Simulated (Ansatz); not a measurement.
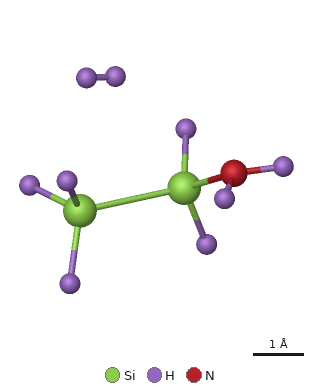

This is the input geometry for a relaxation of Si2NH9. Style: ball-and-stick. Shown face on.

The run prepares an end point of a later path (reaction) calculation, from a guessed geometry.

The calculation used RKS BHLYP-D4/6-31G* (Ansatz 0.2.0).

The input:
```yaml
crystal:
  periodic: [false, false, false]
  atoms:
    - { symbol: Si, position_ang: [-0.733412, -0.063624, -0.514884] }
    - { symbol: H, position_ang: [0.035632, -0.059226, 2.043464] }
    - { symbol: H, position_ang: [0.488486, 0.608846, -0.024301] }
    - { symbol: H, position_ang: [-1.041893, 0.600631, -1.811893] }
    - { symbol: "N", position_ang: [-0.429873, -1.765325, -0.629206] }
    - { symbol: H, position_ang: [-1.211306, -2.398829, -0.582291] }
    - { symbol: H, position_ang: [0.260504, -2.114692, -1.272062] }
    - { symbol: Si, position_ang: [-2.486596, 0.250065, 0.872631] }
    - { symbol: H, position_ang: [-3.750913, 0.343066, 0.104617] }
    - { symbol: H, position_ang: [-2.632265, -0.872721, 1.8247] }
    - { symbol: H, position_ang: [-2.333641, 1.502865, 1.643235] }
    - { symbol: H, position_ang: [-0.445223, -0.160555, 2.54819] }
basis:
  gaussian: { orbitals: "6-31G*" }
hamiltonian:
  xc: { name: BHLYP }
  dispersion: d4
relax:
  f_tol: 0.03
  max_steps: 50
```

Launched with:
```bash
ansatz run input.yaml --threads 1 --pin off --max-ram 2048MiB --backend cpu --events-out ev --progress --plain --runs-dir out
```

### Where does the relaxation end?

The energy falls by 5.39 kcal/mol in 21 accepted moves (24 points after the start). Largest force component: 1.1 eV/Å at the start, 0.013 eV/Å at the end. The line search rejected the trial steps at points 6, 18, 23 of the run. The forces were under the threshold at step 7, but the run went on from there. H12 moves most after the best rigid fit: 1.19 Å. Largest moves by element: H 1.19 Å, N 0.51 Å, Si 0.18 Å. Some distances before and after: Si1–Si8 2.258 → 2.335 Å, H2–H12 0.704 → 0.735 Å. Groups turn about Si1–Si8 by about 40°.

Step by step:

| step | E − E(0), kcal/mol | largest force component, eV/Å | note |
| --- | --- | --- | --- |
| 0 | 0.00 | 1.0771 |  |
| 1 | -3.51 | 0.1542 |  |
| 2 | -4.31 | 0.1194 |  |
| 3 | -4.58 | 0.1271 |  |
| 4 | -4.73 | 0.1522 |  |
| 5 | -4.99 | 0.0688 |  |
| 6 | -4.76 | 0.4656 | rejected |
| 7 | -5.13 | 0.0199 |  |
| 8 | -5.19 | 0.1029 |  |
| 9 | -5.19 | 0.2433 |  |
| 10 | -5.27 | 0.1221 |  |
| 11 | -5.29 | 0.0539 |  |
| 12 | -5.31 | 0.0366 |  |
| 13 | -5.33 | 0.0427 |  |
| 14 | -5.33 | 0.0272 |  |
| 15 | -5.34 | 0.0702 |  |
| 16 | -5.35 | 0.0896 |  |
| 17 | -5.35 | 0.0925 |  |
| 18 | -5.35 | 0.1439 | rejected |
| 19 | -5.36 | 0.0262 |  |
| 20 | -5.37 | 0.0750 |  |
| 21 | -5.37 | 0.1320 |  |
| 22 | -5.38 | 0.0800 |  |
| 23 | -5.37 | 0.2918 | rejected |
| 24 | -5.39 | 0.0127 |  |

Final geometry:

```xyz
12

Si   -0.7367   -0.1919   -0.5671
H     0.4163    0.3080    2.7652
H     0.5121    0.0721    0.1786
H    -0.7738    0.8000   -1.6746
N    -0.7069   -1.8507   -1.0526
H    -1.5323   -2.2721   -1.4372
H     0.1158   -2.2235   -1.4916
Si   -2.6056    0.1520    0.7897
H    -3.8404   -0.2330    0.0673
H    -2.5314   -0.6516    2.0274
H    -2.7219    1.5794    1.1612
H     0.1243    0.3817    3.4359
```

The end point in the same view:

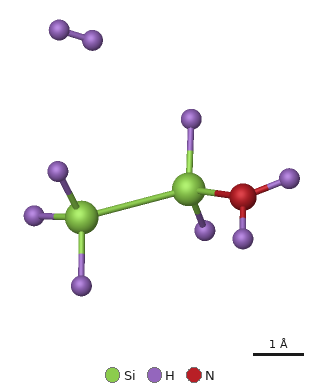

Limits of the set-up: the start holds two separate molecules, 2.2 Å apart at their closest, whose relative position is a soft coordinate.
